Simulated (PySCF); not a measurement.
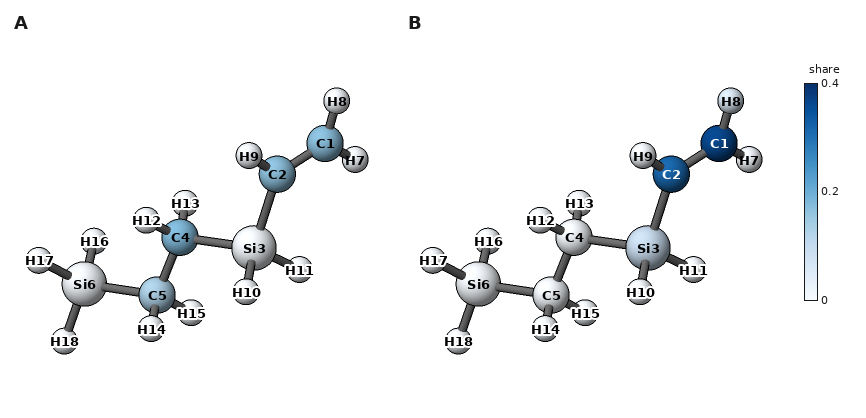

Each panel colours the atoms by their Löwdin share in one orbital (up to four of the largest shares; other atoms are shown as zero). The geometry was computed by an optimisation with GFN2-xTB. No frequency run is at hand to confirm it as a minimum. Level of theory: B3LYP/def2-SVPD (PySCF 2.14.0).

Question: The panels show the HOMO, LUMO, in some order. Which is which?

Answer: A: HOMO, −7.35 eV; C4 0.18, C1 0.17, C2 0.17, C5 0.13
B: LUMO, −0.55 eV; C1 0.36, C2 0.31, Si3 0.09, H8 0.05

The geometry is semi-empirical. Around Si such bond lengths and angles can be off by a tenth of an ångström or more and by several degrees, and values that hang on the shape move with them.
